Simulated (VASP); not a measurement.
Band structure of SrTiO$_{3}$ (cubic perovskite). Computed with vdW-DF2, VASP's PBE PAW potentials (set 64) (plane waves; VASP).

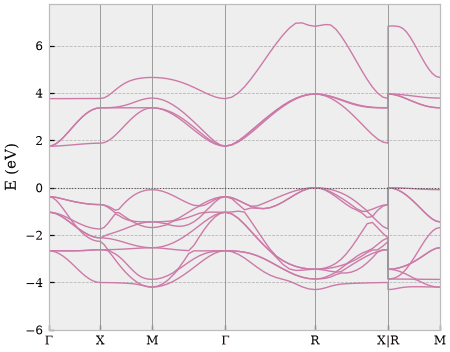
Bands along high-symmetry lines, zero at the valence-band maximum or, without a gap, the Fermi level

**Question.** Read the plot: is there a gap, and where are the band edges?

**Answer.** The gap is indirect, 1.75 eV, from the valence maximum at R to the conduction minimum at Γ. (Edges off the drawn lines would not show.)

Measured: gap 3.59 eV (computed value off by -1.84 eV), as given by Anna Miglio et al., npj Computational Materials (2020), arXiv:2011.12765 [zero-point renormalisation of 336 meV (experimental, the table's column) added back].

The compound is SrTiO3 in the cubic perovskite structure, the ideal cubic form; the compound distorts at low or room temperature. It was relaxed first, which changed the volume by +7 %.
